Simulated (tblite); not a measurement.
# C3H9Cl2FGa2: the cost of one run

Programs: tblite 0.8.0 and PySCF 2.14.0, with density-fitted response routines of our own. Each step states its level of theory. These are calculated values for one molecule in the gas phase, unless marked as measured. Atoms count from 0, in the outputs and in this text.

**1. Starting geometry**

17 atoms, charge 0, multiplicity 1; geometry from: force field or distance geometry start.

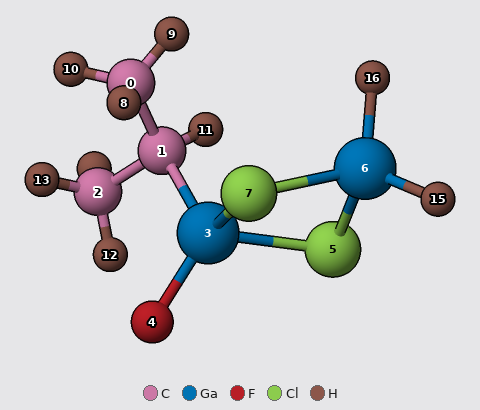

The starting geometry (carbon pink, gallium blue, fluorine red, chlorine green, hydrogen brown), atoms numbered.

**2. Optimising the geometry with GFN2-xTB**

What the job is given:

```
{"job": {"kind": "relax", "xc": "GFN2-xTB", "basis": "xTB"}, "charge": 0, "multiplicity": 1}
C     -1.213600     1.300500     0.147400
C     -0.913900    -0.088400    -0.334900
C     -2.068000    -1.036900    -0.088100
Ga     0.640900    -0.872900     0.637800
F      0.245400    -2.176800     1.805700
Cl     2.222000    -1.371700    -0.817800
Ga     3.188400     0.552100    -0.378400
Cl     2.060400     0.562600     1.523600
H     -0.722000     1.432600     1.120800
H     -0.879300     1.992300    -0.629500
H     -2.322100     1.355100     0.312800
H     -0.734300    -0.079600    -1.428600
H     -1.688400    -2.041800     0.129300
H     -2.648400    -0.619200     0.753900
H     -2.728700    -1.126000    -0.992200
H      4.789100     0.439800    -0.182600
H      2.765400     1.790300    -1.290200
```

Command:

```
> OMP_NUM_THREADS=1 python probes_run.py task.json out
```

The driver reads the jobs from task.json and runs them one after another.

Q: Estimate the wall time and peak memory of this first job on 1 thread of Arm Neoverse V1, shared host.

About 2.1 s, with a peak of 0.18 GiB.
